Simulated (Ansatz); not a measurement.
# CH3BCl2OSi: the cost of one run

Method: RKS B3LYP-D4/STO-3G, in Ansatz 0.2.0.

**1. The starting structure**

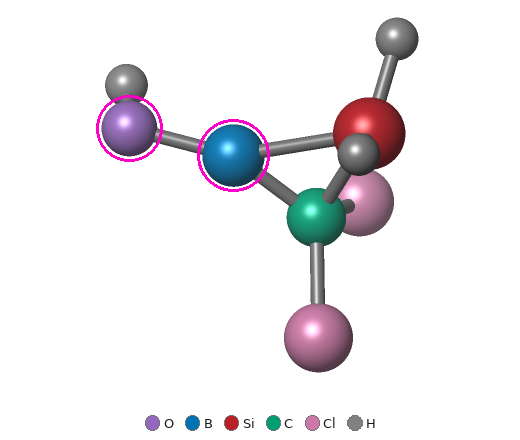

The starting structure, seen from a chosen angle (oxygen purple, boron blue, silicon red, carbon teal, chlorine pink, hydrogen grey). Ringed: O1, B2.

As a file:

```xyz
9

O     2.2818   -0.1794   -0.3346
B     0.7971    0.0180   -0.1178
Si   -0.9144   -0.2434    1.0081
C    -0.5468    0.5297   -0.5664
Cl   -1.3093   -0.3717   -1.9600
Cl   -0.8102    2.3024   -0.5835
H     2.3422   -0.9995   -0.8133
H    -0.6450    0.5768    2.2299
H    -1.1070   -1.6792    1.1205
```

**2. Relaxing end A**

input.yaml

```yaml
crystal:
  periodic: [false, false, false]
  atoms:
    - { symbol: O, position_ang: [2.2818, -0.1794, -0.3346] }
    - { symbol: B, position_ang: [0.7971, 0.018, -0.1178] }
    - { symbol: Si, position_ang: [-0.9144, -0.2434, 1.0081] }
    - { symbol: C, position_ang: [-0.5468, 0.5297, -0.5664] }
    - { symbol: Cl, position_ang: [-1.3093, -0.3717, -1.96] }
    - { symbol: Cl, position_ang: [-0.8102, 2.3024, -0.5835] }
    - { symbol: H, position_ang: [2.3422, -0.9995, -0.8133] }
    - { symbol: H, position_ang: [-0.645, 0.5768, 2.2299] }
    - { symbol: H, position_ang: [-1.107, -1.6792, 1.1205] }
basis:
  gaussian: { orbitals: STO-3G }
hamiltonian:
  xc: b3lyp
  dispersion: d4
relax:
  f_tol: 0.015
  max_steps: 40
output:
  orbitals: {}
```

Launch:

```bash
$ ansatz run input.yaml --threads 1 --pin off --max-ram 2048MiB --backend cpu --events-out ev --progress --plain --runs-dir out
```

What time and memory should one allow on 1 thread of Arm Neoverse V2, shared host?

About 41 s, with a peak of 0.17 GiB.
